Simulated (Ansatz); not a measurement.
# Molecular dynamics, with input and output: GeH4BrClO3 (part 1 of 3)

The run: molecular dynamics of GeH4BrClO3. Method and program: RHF/def2-SVP (Ansatz 0.2.0).

It belongs to a series of runs on one base structure; here: dynamics from the highest image of the converged band. Figures and captions count atoms from 1; the log counts them from 0 in places.

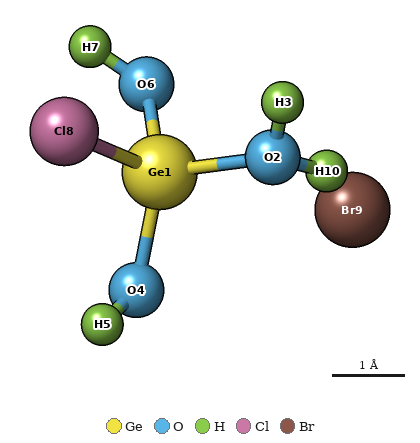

Fig. 1: The starting structure (ball-and-stick view, seen at a tilt; atoms are numbered from 1 in the order of the input). Sticks mark near contacts.

Summary

```csv
quantity,value
outcome,finished
mean temperature over the second half,74 K
trajectory,"200 steps, 100 fs"
ensemble,nve
temperature in the input,100.0 K
time step,0.5 fs
potential energy (last step),−145129.0742 eV
mean-field energy (last step),−145129.0742 eV
largest force (length of the vector) (last step),4.363 eV/Å
hardware,"4 threads of Arm Neoverse V2, 24 GiB of memory available, shared host"
wall time,7.7 min (CPU time 29 min)
peak memory,0.43 GiB
```

So short a trajectory is not equilibrated.

Input
```yaml
crystal:
  periodic: [false, false, false]
  atoms:
    - { symbol: Ge, position_ang: [0.094857, 0.034721, -0.007181] }
    - { symbol: O, position_ang: [-0.010071, 0.262261, 1.84226] }
    - { symbol: H, position_ang: [-0.819775, 0.084585, 2.313178] }
    - { symbol: O, position_ang: [1.698418, -0.264149, -0.51924] }
    - { symbol: H, position_ang: [1.984498, -1.167305, -0.500186] }
    - { symbol: O, position_ang: [-0.939939, 1.113657, -0.84425] }
    - { symbol: H, position_ang: [-1.589286, 0.70507, -1.401035] }
    - { symbol: Cl, position_ang: [-0.925677, -1.87573, -0.048827] }
    - { symbol: Br, position_ang: [1.276129, 2.677981, 1.169555] }
    - { symbol: H, position_ang: [0.411446, 1.218308, 1.989428] }
basis:
  gaussian: { orbitals: def2-SVP }
hamiltonian:
  xc: hf
md:
  timestep: 0.5
  n_steps: 200
  ensemble: nve
  temperature: 100.0
  initial_velocities: maxwell_boltzmann
  seed: 5551
```

Run as:
```bash
ansatz run input.yaml --threads 4 --pin off --max-ram 5120MiB --backend cpu --events-out ev --progress --plain --runs-dir out
```

Log
```
Engine: ansatz 0.2.0, aarch64-unknown-linux-gnu
Functional definition: HF
  exchange = exact_x
  correlation = 0
1473 factors; integrals over basis functions are off by at most 4.3e-4 eV
mean field evaluation 1: about -145124.2375 eV, gradient 4.9e1 eV
mean field evaluation 2: about -145124.2965 eV, gradient 4.9e1 eV
mean field evaluation 4: about -145128.8656 eV, gradient 3.5e0 eV
mean field evaluation 8: about -145128.9015 eV, gradient 2.0e-4 eV
mean field -145128.90148373 eV, -5333.3887576244 hartree, gradient 2.7e-5 eV, S^2 0.000000; 0 other end points of the search recorded, 0 dependent functions left out
the calculation of the forces begins
reference -145128.90148373 eV, -5333.3887576244 hartree; 56, 56 occupied and 88, 88 virtual orbitals, 1473 factors
md step     0: t =     0.00 fs  T =   100.0 K  F+E_penalty+E_count = -145128.90148373 eV  E_kin = 0.103408 eV  conserved = -145128.79807573 eV  (33 SCF iters)
these checks for a lower state are left out or cut short: starts, cluster_reference, orbital_swaps, neighbouring_geometries, increment
1473 factors; integrals over basis functions are off by at most 4.3e-4 eV
mean field evaluation 16: about -145128.8971 eV, gradient 1.6e-3 eV
mean field -145128.89714077 eV, -5333.3885980235 hartree, gradient 2.1e-5 eV, S^2 0.000000; 0 other end points of the search recorded, 0 dependent functions left out
the calculation of the forces begins
reference -145128.89714077 eV, -5333.3885980235 hartree; 56, 56 occupied and 88, 88 virtual orbitals, 1473 factors
md step     1: t =     0.50 fs  T =    95.9 K  F+E_penalty+E_count = -145128.89714077 eV  E_kin = 0.099206 eV  conserved = -145128.79793479 eV  (35 SCF iters)
[... from here on the SCF iterations and repeated set-up lines of each step are left out, up to the last step ...]
md step     2: t =     1.00 fs  T =    85.6 K  F+E_penalty+E_count = -145128.88615723 eV  E_kin = 0.088540 eV  conserved = -145128.79761697 eV  (35 SCF iters)
md step     3: t =     1.50 fs  T =    73.7 K  F+E_penalty+E_count = -145128.87347371 eV  E_kin = 0.076183 eV  conserved = -145128.79729105 eV  (35 SCF iters)
md step     4: t =     2.00 fs  T =    64.9 K  F+E_penalty+E_count = -145128.86422297 eV  E_kin = 0.067128 eV  conserved = -145128.79709537 eV  (35 SCF iters)
md step     5: t =     2.50 fs  T =    62.3 K  F+E_penalty+E_count = -145128.86150856 eV  E_kin = 0.064408 eV  conserved = -145128.79710100 eV  (35 SCF iters)
md step     6: t =     3.00 fs  T =    65.7 K  F+E_penalty+E_count = -145128.86524946 eV  E_kin = 0.067949 eV  conserved = -145128.79730066 eV  (36 SCF iters)
md step     7: t =     3.50 fs  T =    72.2 K  F+E_penalty+E_count = -145128.87231400 eV  E_kin = 0.074707 eV  conserved = -145128.79760686 eV  (36 SCF iters)
md step     8: t =     4.00 fs  T =    77.4 K  F+E_penalty+E_count = -145128.87795210 eV  E_kin = 0.080085 eV  conserved = -145128.79786697 eV  (35 SCF iters)
md step     9: t =     4.50 fs  T =    77.6 K  F+E_penalty+E_count = -145128.87821311 eV  E_kin = 0.080293 eV  conserved = -145128.79791992 eV  (35 SCF iters)
md step    10: t =     5.00 fs  T =    72.2 K  F+E_penalty+E_count = -145128.87239114 eV  E_kin = 0.074690 eV  conserved = -145128.79770147 eV  (35 SCF iters)
md step    11: t =     5.50 fs  T =    64.4 K  F+E_penalty+E_count = -145128.86388785 eV  E_kin = 0.066552 eV  conserved = -145128.79733615 eV  (34 SCF iters)
md step    12: t =     6.00 fs  T =    59.1 K  F+E_penalty+E_count = -145128.85822910 eV  E_kin = 0.061137 eV  conserved = -145128.79709238 eV  (35 SCF iters)
md step    13: t =     6.50 fs  T =    59.8 K  F+E_penalty+E_count = -145128.85903839 eV  E_kin = 0.061867 eV  conserved = -145128.79717109 eV  (35 SCF iters)
md step    14: t =     7.00 fs  T =    65.3 K  F+E_penalty+E_count = -145128.86509234 eV  E_kin = 0.067577 eV  conserved = -145128.79751541 eV  (35 SCF iters)
md step    15: t =     7.50 fs  T =    70.9 K  F+E_penalty+E_count = -145128.87115033 eV  E_kin = 0.073285 eV  conserved = -145128.79786556 eV  (35 SCF iters)
md step    16: t =     8.00 fs  T =    71.4 K  F+E_penalty+E_count = -145128.87179695 eV  E_kin = 0.073808 eV  conserved = -145128.79798873 eV  (35 SCF iters)
md step    17: t =     8.50 fs  T =    64.9 K  F+E_penalty+E_count = -145128.86499271 eV  E_kin = 0.067158 eV  conserved = -145128.79783488 eV  (35 SCF iters)
md step    18: t =     9.00 fs  T =    53.6 K  F+E_penalty+E_count = -145128.85296057 eV  E_kin = 0.055445 eV  conserved = -145128.79751605 eV  (36 SCF iters)
md step    19: t =     9.50 fs  T =    41.9 K  F+E_penalty+E_count = -145128.84056266 eV  E_kin = 0.043362 eV  conserved = -145128.79720028 eV  (35 SCF iters)
md step    20: t =    10.00 fs  T =    34.5 K  F+E_penalty+E_count = -145128.83270173 eV  E_kin = 0.035677 eV  conserved = -145128.79702482 eV  (36 SCF iters)
md step    21: t =    10.50 fs  T =    33.9 K  F+E_penalty+E_count = -145128.83212579 eV  E_kin = 0.035069 eV  conserved = -145128.79705652 eV  (28 SCF iters)
md step    22: t =    11.00 fs  T =    39.7 K  F+E_penalty+E_count = -145128.83833693 eV  E_kin = 0.041056 eV  conserved = -145128.79728139 eV  (28 SCF iters)
md step    23: t =    11.50 fs  T =    48.6 K  F+E_penalty+E_count = -145128.84782120 eV  E_kin = 0.050215 eV  conserved = -145128.79760608 eV  (36 SCF iters)
md step    24: t =    12.00 fs  T =    55.8 K  F+E_penalty+E_count = -145128.85556366 eV  E_kin = 0.057688 eV  conserved = -145128.79787571 eV  (36 SCF iters)
md step    25: t =    12.50 fs  T =    57.6 K  F+E_penalty+E_count = -145128.85750039 eV  E_kin = 0.059571 eV  conserved = -145128.79792942 eV  (36 SCF iters)
md step    26: t =    13.00 fs  T =    53.4 K  F+E_penalty+E_count = -145128.85296352 eV  E_kin = 0.055261 eV  conserved = -145128.79770241 eV  (36 SCF iters)
md step    27: t =    13.50 fs  T =    46.6 K  F+E_penalty+E_count = -145128.84554792 eV  E_kin = 0.048229 eV  conserved = -145128.79731908 eV  (36 SCF iters)
md step    28: t =    14.00 fs  T =    42.6 K  F+E_penalty+E_count = -145128.84111652 eV  E_kin = 0.044063 eV  conserved = -145128.79705401 eV  (36 SCF iters)
md step    29: t =    14.50 fs  T =    45.0 K  F+E_penalty+E_count = -145128.84366343 eV  E_kin = 0.046540 eV  conserved = -145128.79712293 eV  (36 SCF iters)
md step    30: t =    15.00 fs  T =    52.9 K  F+E_penalty+E_count = -145128.85214475 eV  E_kin = 0.054663 eV  conserved = -145128.79748161 eV  (36 SCF iters)
md step    31: t =    15.50 fs  T =    61.2 K  F+E_penalty+E_count = -145128.86112995 eV  E_kin = 0.063263 eV  conserved = -145128.79786701 eV  (35 SCF iters)
md step    32: t =    16.00 fs  T =    64.5 K  F+E_penalty+E_count = -145128.86469447 eV  E_kin = 0.066665 eV  conserved = -145128.79802938 eV  (35 SCF iters)
md step    33: t =    16.50 fs  T =    60.3 K  F+E_penalty+E_count = -145128.86022144 eV  E_kin = 0.062320 eV  conserved = -145128.79790143 eV  (35 SCF iters)
md step    34: t =    17.00 fs  T =    50.3 K  F+E_penalty+E_count = -145128.84955175 eV  E_kin = 0.051965 eV  conserved = -145128.79758715 eV  (35 SCF iters)
md step    35: t =    17.50 fs  T =    38.9 K  F+E_penalty+E_count = -145128.83748880 eV  E_kin = 0.040232 eV  conserved = -145128.79725678 eV  (36 SCF iters)
md step    36: t =    18.00 fs  T =    31.1 K  F+E_penalty+E_count = -145128.82917088 eV  E_kin = 0.032115 eV  conserved = -145128.79705621 eV  (36 SCF iters)
md step    37: t =    18.50 fs  T =    29.7 K  F+E_penalty+E_count = -145128.82774274 eV  E_kin = 0.030680 eV  conserved = -145128.79706323 eV  (28 SCF iters)
md step    38: t =    19.00 fs  T =    34.6 K  F+E_penalty+E_count = -145128.83309441 eV  E_kin = 0.035821 eV  conserved = -145128.79727326 eV  (27 SCF iters)
md step    39: t =    19.50 fs  T =    42.9 K  F+E_penalty+E_count = -145128.84194530 eV  E_kin = 0.044348 eV  conserved = -145128.79759770 eV  (36 SCF iters)
md step    40: t =    20.00 fs  T =    49.7 K  F+E_penalty+E_count = -145128.84928965 eV  E_kin = 0.051410 eV  conserved = -145128.79787932 eV  (36 SCF iters)
md step    41: t =    20.50 fs  T =    51.2 K  F+E_penalty+E_count = -145128.85088971 eV  E_kin = 0.052942 eV  conserved = -145128.79794791 eV  (35 SCF iters)
md step    42: t =    21.00 fs  T =    46.5 K  F+E_penalty+E_count = -145128.84586175 eV  E_kin = 0.048133 eV  conserved = -145128.79772850 eV  (34 SCF iters)
md step    43: t =    21.50 fs  T =    39.0 K  F+E_penalty+E_count = -145128.83769659 eV  E_kin = 0.040355 eV  conserved = -145128.79734125 eV  (36 SCF iters)
md step    44: t =    22.00 fs  T =    34.1 K  F+E_penalty+E_count = -145128.83231884 eV  E_kin = 0.035252 eV  conserved = -145128.79706684 eV  (36 SCF iters)
md step    45: t =    22.50 fs  T =    35.5 K  F+E_penalty+E_count = -145128.83386212 eV  E_kin = 0.036734 eV  conserved = -145128.79712821 eV  (36 SCF iters)
md step    46: t =    23.00 fs  T =    42.5 K  F+E_penalty+E_count = -145128.84138832 eV  E_kin = 0.043907 eV  conserved = -145128.79748139 eV  (36 SCF iters)
md step    47: t =    23.50 fs  T =    50.0 K  F+E_penalty+E_count = -145128.84953018 eV  E_kin = 0.051672 eV  conserved = -145128.79785809 eV  (35 SCF iters)
md step    48: t =    24.00 fs  T =    52.7 K  F+E_penalty+E_count = -145128.85245821 eV  E_kin = 0.054451 eV  conserved = -145128.79800700 eV  (35 SCF iters)
md step    49: t =    24.50 fs  T =    48.2 K  F+E_penalty+E_count = -145128.84771543 eV  E_kin = 0.049850 eV  conserved = -145128.79786520 eV  (35 SCF iters)
md step    50: t =    25.00 fs  T =    38.5 K  F+E_penalty+E_count = -145128.83731087 eV  E_kin = 0.039768 eV  conserved = -145128.79754325 eV  (35 SCF iters)
md step    51: t =    25.50 fs  T =    28.0 K  F+E_penalty+E_count = -145128.82613108 eV  E_kin = 0.028916 eV  conserved = -145128.79721533 eV  (36 SCF iters)
md step    52: t =    26.00 fs  T =    21.5 K  F+E_penalty+E_count = -145128.81925224 eV  E_kin = 0.022225 eV  conserved = -145128.79702710 eV  (26 SCF iters)
md step    53: t =    26.50 fs  T =    21.8 K  F+E_penalty+E_count = -145128.81961466 eV  E_kin = 0.022562 eV  conserved = -145128.79705223 eV  (28 SCF iters)
md step    54: t =    27.00 fs  T =    28.6 K  F+E_penalty+E_count = -145128.82682615 eV  E_kin = 0.029547 eV  conserved = -145128.79727922 eV  (27 SCF iters)
md step    55: t =    27.50 fs  T =    38.4 K  F+E_penalty+E_count = -145128.83735683 eV  E_kin = 0.039746 eV  conserved = -145128.79761114 eV  (36 SCF iters)
md step    56: t =    28.00 fs  T =    46.6 K  F+E_penalty+E_count = -145128.84611398 eV  E_kin = 0.048230 eV  conserved = -145128.79788448 eV  (35 SCF iters)
md step    57: t =    28.50 fs  T =    49.4 K  F+E_penalty+E_count = -145128.84902361 eV  E_kin = 0.051092 eV  conserved = -145128.79793162 eV  (35 SCF iters)
md step    58: t =    29.00 fs  T =    46.3 K  F+E_penalty+E_count = -145128.84556539 eV  E_kin = 0.047872 eV  conserved = -145128.79769337 eV  (36 SCF iters)
md step    59: t =    29.50 fs  T =    40.8 K  F+E_penalty+E_count = -145128.83954023 eV  E_kin = 0.042227 eV  conserved = -145128.79731309 eV  (36 SCF iters)
md step    60: t =    30.00 fs  T =    38.4 K  F+E_penalty+E_count = -145128.83678839 eV  E_kin = 0.039709 eV  conserved = -145128.79707914 eV  (35 SCF iters)
md step    61: t =    30.50 fs  T =    42.2 K  F+E_penalty+E_count = -145128.84086402 eV  E_kin = 0.043673 eV  conserved = -145128.79719087 eV  (35 SCF iters)
md step    62: t =    31.00 fs  T =    50.8 K  F+E_penalty+E_count = -145128.85010588 eV  E_kin = 0.052539 eV  conserved = -145128.79756711 eV  (36 SCF iters)
md step    63: t =    31.50 fs  T =    58.9 K  F+E_penalty+E_count = -145128.85882507 eV  E_kin = 0.060901 eV  conserved = -145128.79792368 eV  (35 SCF iters)
md step    64: t =    32.00 fs  T =    61.4 K  F+E_penalty+E_count = -145128.86151613 eV  E_kin = 0.063492 eV  conserved = -145128.79802445 eV  (35 SCF iters)
md step    65: t =    32.50 fs  T =    56.7 K  F+E_penalty+E_count = -145128.85647643 eV  E_kin = 0.058642 eV  conserved = -145128.79783476 eV  (35 SCF iters)
md step    66: t =    33.00 fs  T =    47.4 K  F+E_penalty+E_count = -145128.84647354 eV  E_kin = 0.048986 eV  conserved = -145128.79748742 eV  (34 SCF iters)
md step    67: t =    33.50 fs  T =    38.3 K  F+E_penalty+E_count = -145128.83680544 eV  E_kin = 0.039639 eV  conserved = -145128.79716650 eV  (35 SCF iters)
md step    68: t =    34.00 fs  T =    34.3 K  F+E_penalty+E_count = -145128.83244912 eV  E_kin = 0.035433 eV  conserved = -145128.79701583 eV  (27 SCF iters)
md step    69: t =    34.50 fs  T =    37.4 K  F+E_penalty+E_count = -145128.83576111 eV  E_kin = 0.038664 eV  conserved = -145128.79709700 eV  (28 SCF iters)
md step    70: t =    35.00 fs  T =    46.5 K  F+E_penalty+E_count = -145128.84547108 eV  E_kin = 0.048092 eV  conserved = -145128.79737915 eV  (36 SCF iters)
md step    71: t =    35.50 fs  T =    57.5 K  F+E_penalty+E_count = -145128.85717678 eV  E_kin = 0.059432 eV  conserved = -145128.79774522 eV  (35 SCF iters)
md step    72: t =    36.00 fs  T =    65.0 K  F+E_penalty+E_count = -145128.86522746 eV  E_kin = 0.067209 eV  conserved = -145128.79801892 eV  (35 SCF iters)
md step    73: t =    36.50 fs  T =    65.2 K  F+E_penalty+E_count = -145128.86549602 eV  E_kin = 0.067462 eV  conserved = -145128.79803424 eV  (35 SCF iters)
md step    74: t =    37.00 fs  T =    58.2 K  F+E_penalty+E_count = -145128.85788812 eV  E_kin = 0.060140 eV  conserved = -145128.79774769 eV  (35 SCF iters)
md step    75: t =    37.50 fs  T =    47.9 K  F+E_penalty+E_count = -145128.84687987 eV  E_kin = 0.049559 eV  conserved = -145128.79732107 eV  (35 SCF iters)
md step    76: t =    38.00 fs  T =    40.5 K  F+E_penalty+E_count = -145128.83896817 eV  E_kin = 0.041918 eV  conserved = -145128.79704983 eV  (36 SCF iters)
md step    77: t =    38.50 fs  T =    39.8 K  F+E_penalty+E_count = -145128.83824530 eV  E_kin = 0.041118 eV  conserved = -145128.79712718 eV  (36 SCF iters)
md step    78: t =    39.00 fs  T =    44.6 K  F+E_penalty+E_count = -145128.84354807 eV  E_kin = 0.046079 eV  conserved = -145128.79746920 eV  (37 SCF iters)
md step    79: t =    39.50 fs  T =    50.2 K  F+E_penalty+E_count = -145128.84967244 eV  E_kin = 0.051869 eV  conserved = -145128.79780366 eV  (35 SCF iters)
md step    80: t =    40.00 fs  T =    51.7 K  F+E_penalty+E_count = -145128.85141042 eV  E_kin = 0.053500 eV  conserved = -145128.79791007 eV  (35 SCF iters)
md step    81: t =    40.50 fs  T =    47.6 K  F+E_penalty+E_count = -145128.84694509 eV  E_kin = 0.049190 eV  conserved = -145128.79775549 eV  (34 SCF iters)
md step    82: t =    41.00 fs  T =    39.7 K  F+E_penalty+E_count = -145128.83848959 eV  E_kin = 0.041032 eV  conserved = -145128.79745762 eV  (35 SCF iters)
md step    83: t =    41.50 fs  T =    32.3 K  F+E_penalty+E_count = -145128.83057026 eV  E_kin = 0.033392 eV  conserved = -145128.79717856 eV  (36 SCF iters)
md step    84: t =    42.00 fs  T =    29.5 K  F+E_penalty+E_count = -145128.82750623 eV  E_kin = 0.030460 eV  conserved = -145128.79704662 eV  (28 SCF iters)
md step    85: t =    42.50 fs  T =    33.1 K  F+E_penalty+E_count = -145128.83135533 eV  E_kin = 0.034235 eV  conserved = -145128.79712034 eV  (28 SCF iters)
md step    86: t =    43.00 fs  T =    42.1 K  F+E_penalty+E_count = -145128.84096020 eV  E_kin = 0.043582 eV  conserved = -145128.79737816 eV  (36 SCF iters)
md step    87: t =    43.50 fs  T =    52.8 K  F+E_penalty+E_count = -145128.85230911 eV  E_kin = 0.054591 eV  conserved = -145128.79771790 eV  (36 SCF iters)
md step    88: t =    44.00 fs  T =    60.2 K  F+E_penalty+E_count = -145128.86019332 eV  E_kin = 0.062217 eV  conserved = -145128.79797648 eV  (35 SCF iters)
md step    89: t =    44.50 fs  T =    60.7 K  F+E_penalty+E_count = -145128.86077351 eV  E_kin = 0.062779 eV  conserved = -145128.79799430 eV  (36 SCF iters)
md step    90: t =    45.00 fs  T =    54.4 K  F+E_penalty+E_count = -145128.85398365 eV  E_kin = 0.056258 eV  conserved = -145128.79772530 eV  (36 SCF iters)
md step    91: t =    45.50 fs  T =    45.2 K  F+E_penalty+E_count = -145128.84409778 eV  E_kin = 0.046776 eV  conserved = -145128.79732131 eV  (36 SCF iters)
md step    92: t =    46.00 fs  T =    38.9 K  F+E_penalty+E_count = -145128.83732717 eV  E_kin = 0.040263 eV  conserved = -145128.79706441 eV  (35 SCF iters)
md step    93: t =    46.50 fs  T =    39.1 K  F+E_penalty+E_count = -145128.83758941 eV  E_kin = 0.040450 eV  conserved = -145128.79713984 eV  (36 SCF iters)
md step    94: t =    47.00 fs  T =    44.8 K  F+E_penalty+E_count = -145128.84377470 eV  E_kin = 0.046307 eV  conserved = -145128.79746739 eV  (35 SCF iters)
md step    95: t =    47.50 fs  T =    51.4 K  F+E_penalty+E_count = -145128.85090901 eV  E_kin = 0.053121 eV  conserved = -145128.79778762 eV  (35 SCF iters)
md step    96: t =    48.00 fs  T =    54.3 K  F+E_penalty+E_count = -145128.85400473 eV  E_kin = 0.056112 eV  conserved = -145128.79789255 eV  (35 SCF iters)
md step    97: t =    48.50 fs  T =    51.8 K  F+E_penalty+E_count = -145128.85126993 eV  E_kin = 0.053516 eV  conserved = -145128.79775401 eV  (35 SCF iters)
md step    98: t =    49.00 fs  T =    45.6 K  F+E_penalty+E_count = -145128.84467723 eV  E_kin = 0.047193 eV  conserved = -145128.79748445 eV  (34 SCF iters)
md step    99: t =    49.50 fs  T =    39.7 K  F+E_penalty+E_count = -145128.83832146 eV  E_kin = 0.041086 eV  conserved = -145128.79723531 eV  (35 SCF iters)
md step   100: t =    50.00 fs  T =    37.7 K  F+E_penalty+E_count = -145128.83606253 eV  E_kin = 0.038939 eV  conserved = -145128.79712306 eV  (36 SCF iters)
md step   101: t =    50.50 fs  T =    41.0 K  F+E_penalty+E_count = -145128.83964687 eV  E_kin = 0.042448 eV  conserved = -145128.79719890 eV  (36 SCF iters)
md step   102: t =    51.00 fs  T =    48.8 K  F+E_penalty+E_count = -145128.84786731 eV  E_kin = 0.050427 eV  conserved = -145128.79744004 eV  (35 SCF iters)
md step   103: t =    51.50 fs  T =    57.2 K  F+E_penalty+E_count = -145128.85694267 eV  E_kin = 0.059194 eV  conserved = -145128.79774894 eV  (35 SCF iters)
md step   104: t =    52.00 fs  T =    62.0 K  F+E_penalty+E_count = -145128.86210507 eV  E_kin = 0.064134 eV  conserved = -145128.79797058 eV  (37 SCF iters)
```
